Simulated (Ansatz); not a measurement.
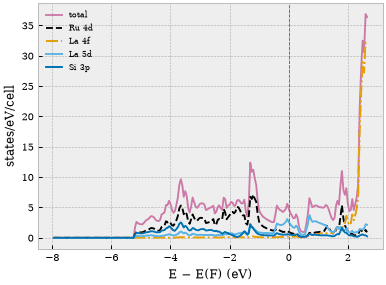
Figure. Total and projected density of states of LaSiRu in space group P4/nmm (No. 129; La on 2c, Si on 2c, Ru on 2a), DFT-r²SCAN in the program Ansatz with PAW potentials

### Question
Which orbitals carry the states next to the Fermi level?

### Answer
Within 0.5 eV of the Fermi level: La 5d 50 %, Ru 4d 23 %, Si 3p 13 %. Projections are on Löwdin-orthogonalised atomic valence shells; empty p or d shells of many metals are not among them.

### Question
Where is the tallest occupied peak in this window, and what makes it?

### Answer
Near -1.3 eV, about 12 states/eV per cell; the largest projected share is Ru 4d.

The first step of the workflow began from a Materials Project structure, measured or hypothetical; the Crystallography Open Database files this formula in space group No. 129, but the cells were not matched. Its standing as an ambient phase is unchecked. Symmetry was held in the r²SCAN relaxation; its stability against distortions is not shown here. No spin polarisation was allowed. Scalar-relativistic: spin–orbit coupling is off unless named, which matters more the heavier the elements.

Potentials: the earlier of the program's two PAW sets.
